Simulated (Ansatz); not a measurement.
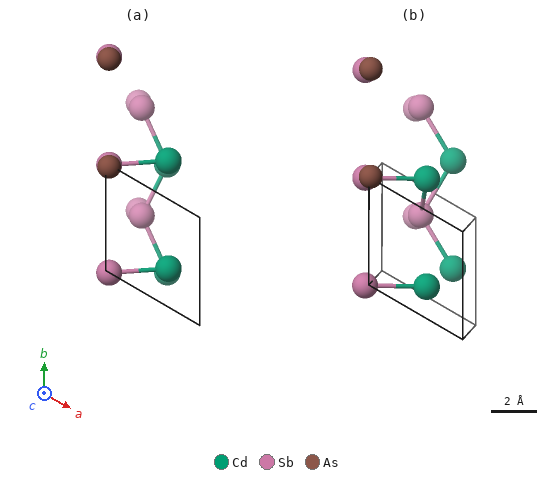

The structure of crystalline Cd₂Sb₃As (built on the Y2Ga3Cu-156 type type) before (left) and after (right) a relaxation, at one scale.

The picture is a ball-and-stick view of the cell of the calculation, repeated 1 × 2 × 1 with one cell outlined, seen along the c axis.

Case: shaken.

These are results of DFT, PBEsol, plane waves, PAW (Ansatz), not measurements. Settings: plane-wave cutoff 420 eV; k-point mesh 6 × 6 × 2; occupations fermi dirac; smearing width 0.05 eV; no spin polarisation; cell and atoms relaxed; force threshold 0.01 eV/Å; at most 120 steps.

### Summarise the run.

The energy falls by 1.482 eV per cell of the calculation in 14 accepted moves (17 points after the start). Largest force component: 2.3 eV/Å at the start, 0.0047 eV/Å at the end. Pressure: 5.63 GPa at the start and 0.00 GPa at the end. The line search rejected the trial step at point 7 of the run. At 2 points the geometry stayed and the basis and grid were re-selected for the new cell (energy shift of 2.8 meV per cell of the calculation at most each time). A Cd atom moves most relative to the cell: 0.74 Å roughly along [3 3 1]. Largest moves by element: Cd 0.74 Å, Sb 0.51 Å, As 0.23 Å. Cell: a 4.860 → 4.846 Å (−0.3 %), b 4.816 → 4.829 Å (+0.3 %), c 8.813 → 9.118 Å (+3.5 %), α 90.9° → 99.1°, β 90.4° → 92.8°, γ 120.2° → 119.8°. Volume +1.5 %. Near-neighbour distances that change, for instance: Cd–Sb 4.347 → 3.291 Å, Cd–Sb 4.241 → 3.239 Å, As–Sb 2.394 → 2.812 Å, As–Sb 3.168 → 2.801 Å. New bonds form, among them: Cd–Sb (4.24 → 3.24 Å), Cd–Sb (4.35 → 3.29 Å). Bond angles that change, for instance: Sb–As–Sb 103.9° → 120.4°, As–Sb–As 103.9° → 120.4°, Sb–Cd–Sb 129.2° → 118.3°. The space group stays P1 (No. 1). Cost: 4.5 min on 2 threads of AMD EPYC 7R43 64-Core Processor (Zen 3), on a shared host, peak memory 0.72 GiB.
